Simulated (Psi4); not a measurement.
**GeH2F2 (difluorogermane): M06-L/cc-pVDZ**

Aim: the energy change on altering one bond length of GeH2F2 (difluorogermane) at M06-L/cc-pVDZ, from 2 runs. 

The calculation is run with Psi4 1.11.

2 further runs of the same task are left out: 2 set aside as unsound or not needed.

## (1) The system as given

GeH2F2: 5 atoms, total charge 0, spin state singlet. As SMILES, `[F][GeH2][F]`. The shape is that of a PBE0-D4/def2-TZVP optimisation.

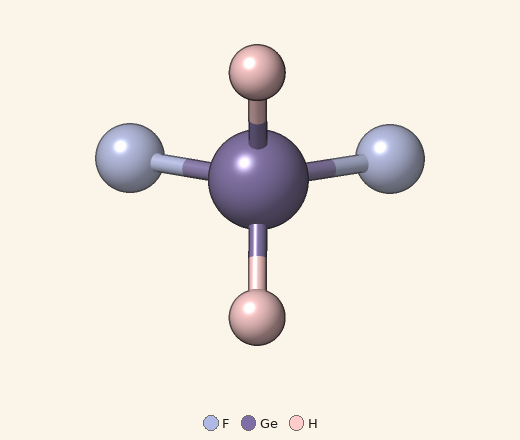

Viewed from a chosen angle; fluorine light blue, germanium purple, hydrogen pink.

## (2) The energy at M06-L/cc-pVDZ

f2geh2.py

```python
import psi4

psi4.set_memory('1600 MB')
psi4.set_num_threads(1)
psi4.core.set_output_file('f2geh2.out', False)

geom = psi4.geometry("""
0 1
F     -0.572600     0.228500     1.525800
Ge     0.103000    -0.071300    -0.032200
F     -0.974500     0.694200    -1.139700
H      0.047300    -1.576200    -0.286700
H      1.446600     0.651000    -0.108600
units angstrom
symmetry c1
no_reorient
no_com
""")

options = {'basis': 'cc-pVDZ', 'reference': 'rks', 'puream': True, 'e_convergence': 1e-09, 'd_convergence': 1e-08, 'scf_type': 'pk', 'dft_radial_points': 99, 'dft_spherical_points': 590}
psi4.set_options(options)

energy_value, wavefunction = psi4.energy('m06-l', molecule=geom, return_wfn=True)
psi4.oeprop(wavefunction, 'QUADRUPOLE', 'DIPOLE', 'MAYER_INDICES')
print(f'total energy {energy_value:.8f} hartree = {energy_value * 27.211386:.5f} eV')
```

Launch:

```
$ python f2geh2.py
```

f2geh2.out:

```text
[...]
  Running in c1 symmetry.
[...]
  Nuclear repulsion =  222.041292592456301
[...]
  Multiplicity = 1
[...]
  Nalpha       = 26
  Nbeta        = 26
[...]
    Number of basis functions: 65
[...]
   @RKS iter   1: -2277.32173101357057   -3.05526e+00   1.65468e-02 ADIIS/DIIS
[...]
   @RKS iter  11: -2277.84897247336130   -5.91172e-12   5.28337e-09 DIIS
[...]
    Orbital Energies [Eh]
    ---------------------
    Doubly Occupied:
       1A   -398.182503     2A    -49.777896     3A    -44.198649
       4A    -44.198250     5A    -44.197215     6A    -24.486077
       7A    -24.486067     8A     -6.300812     9A     -4.424971
      10A     -4.422603    11A     -4.418092    12A     -1.231863
      13A     -1.219342    14A     -1.206591    15A     -1.205374
      16A     -1.204777    17A     -1.135904    18A     -1.112724
      19A     -0.544183    20A     -0.412591    21A     -0.405109
      22A     -0.404258    23A     -0.353337    24A     -0.351266
      25A     -0.346727    26A     -0.316822
[...]
  @RKS Final Energy: -2277.84897247336130
   => Energetics <=
    Nuclear Repulsion Energy =            222.0412925924563012
    One-Electron Energy =               -3616.4921120785434141
    Two-Electron Energy =                1217.3654028091482360
    DFT Exchange-Correlation Energy =    -100.7635557964224233
    Empirical Dispersion Energy =           0.0000000000000000
    VV10 Nonlocal Energy =                  0.0000000000000000
    Total Energy =                      -2277.8489724733613002
[...]
 Multipole Moments:
 ------------------------------------------------------------------------------------
     Multipole            Electronic (a.u.)      Nuclear  (a.u.)        Total (a.u.)
 ------------------------------------------------------------------------------------
 L = 1.  Multiply by 2.5417464519 to convert [e a0] to [Debye]
 Dipole X            :         18.0987608          -17.2607584            0.8380024
 Dipole Y            :        -10.1421109            9.6328789           -0.5092320
 Dipole Z            :         -4.0878207            3.8724268           -0.2153939
 Magnitude           :                                                    1.0039720
 L = 2.  Multiply by 1.3450342976 to convert [e a0^2] to [Debye ang]
 Quadrupole XX       :        -70.5920929           49.7523107          -20.8397822
 Quadrupole XY       :         24.4620432          -23.6899279            0.7721153
[...]
```

On the terminal:

```text
total energy -2277.84897247 hartree = -61983.42764 eV
```

It took 18 s on 1 thread of Intel Xeon Platinum 8559C (Emerald Rapids), shared host; peak memory 0.99 GiB.

## (3) The distorted shape at the same level

f2geh2.in

```
memory 1.6 GB

molecule {
  0 1
  F
  Ge 1 R2
  F 2 R3 1 A3
  H 2 R4 3 A4 1 D4
  H 2 R5 3 A5 1 D5

  R2 = 1.724436
  R3 = 1.724399
  A3 = 104.9681
  R4 = 1.7564
  A4 = 107.915
  D4 = 114.89937
  R5 = 1.527356
  A5 = 107.91574
  D5 = -114.90322
  symmetry c1
  no_reorient
  no_com
}

set puream true
set e_convergence 1e-09
set d_convergence 1e-08
set scf_type pk
set dft_radial_points 99
set dft_spherical_points 590

result, w = energy("m06-l/cc-pVDZ", return_wfn=True)
oeprop(w, "QUADRUPOLE", "WIBERG_LOWDIN_INDICES", "DIPOLE", title="M06-L")
print_variables()
```

Launch:

```
$ psi4 f2geh2.in f2geh2.out -n 1
```

f2geh2.out:

```text
[...]
  Running in c1 symmetry.
[...]
  Nuclear repulsion =  220.345809268008168
[...]
  Multiplicity = 1
[...]
  Nalpha       = 26
  Nbeta        = 26
[...]
    Number of basis functions: 65
[...]
   @RKS iter   1: -2277.28271228953372   -3.10955e+00   1.66196e-02 DIIS/ADIIS
[...]
   @RKS iter  12: -2277.83673028363773    9.09495e-13   4.80956e-09 DIIS
[...]
    Orbital Energies [Eh]
    ---------------------
    Doubly Occupied:
       1A   -398.192176     2A    -49.786342     3A    -44.207038
       4A    -44.206869     5A    -44.205962     6A    -24.491283
       7A    -24.491273     8A     -6.308032     9A     -4.431806
      10A     -4.429695    11A     -4.425699    12A     -1.238108
      13A     -1.225583    14A     -1.213390    15A     -1.212327
      16A     -1.211088    17A     -1.140568    18A     -1.117623
      19A     -0.539160    20A     -0.416930    21A     -0.409265
      22A     -0.396391    23A     -0.357620    24A     -0.352873
      25A     -0.350962    26A     -0.311238
[...]
  @RKS Final Energy: -2277.83673028363773
   => Energetics <=
    Nuclear Repulsion Energy =            220.3458092680081677
    One-Electron Energy =               -3612.8625549572070668
    Two-Electron Energy =                1215.3894252973711900
    DFT Exchange-Correlation Energy =    -100.7094098918098268
    Empirical Dispersion Energy =           0.0000000000000000
    VV10 Nonlocal Energy =                  0.0000000000000000
    Total Energy =                      -2277.8367302836377348
[...]
 Multipole Moments:
 ------------------------------------------------------------------------------------
     Multipole            Electronic (a.u.)      Nuclear  (a.u.)        Total (a.u.)
 ------------------------------------------------------------------------------------
 L = 1.  Multiply by 2.5417464519 to convert [e a0] to [Debye]
 Dipole X            :          0.3247279           -0.2017799            0.1229480
 Dipole Y            :          0.4324409            0.3068449            0.7392858
 Dipole Z            :          0.3321629            0.2355170            0.5676798
 Magnitude           :                                                    0.9401702
 L = 2.  Multiply by 1.3450342976 to convert [e a0^2] to [Debye ang]
 Quadrupole XX       :        -34.2973596           14.4091436          -19.8882161
 Quadrupole XY       :          1.3105995           -1.1155488            0.1950507
[...]
```

Wall time 18 s (1 thread of Intel Xeon Platinum 8559C (Emerald Rapids), shared host); peak memory 1 GiB.

## (4) What came out

At M06-L/cc-pVDZ:

| quantity | value |
| --- | --- |
| first shape: total energy | -2277.84897 Eh |
| first shape: dipole moment | 2.55 D |
| first shape: HOMO energy | -8.62 eV |
| first shape: LUMO energy | 0.07 eV |
| first shape: HOMO–LUMO gap | 8.69 eV |
| distorted shape: total energy | -2277.83673 Eh |
| distorted shape: dipole moment | 2.39 D |
| distorted shape: HOMO energy | -8.47 eV |
| distorted shape: LUMO energy | -0.87 eV |
| distorted shape: HOMO–LUMO gap | 7.60 eV |
| energy change with the Ge2–H4 bond stretched from 1.527 to 1.756 Å | 0.333 eV |

**Reading.** With the Ge2–H4 bond stretched from 1.527 to 1.756 Å the energy rises by 0.33 eV (7.7 kcal/mol). The first shape isn't relaxed at this level, so the change isn't measured from a minimum.
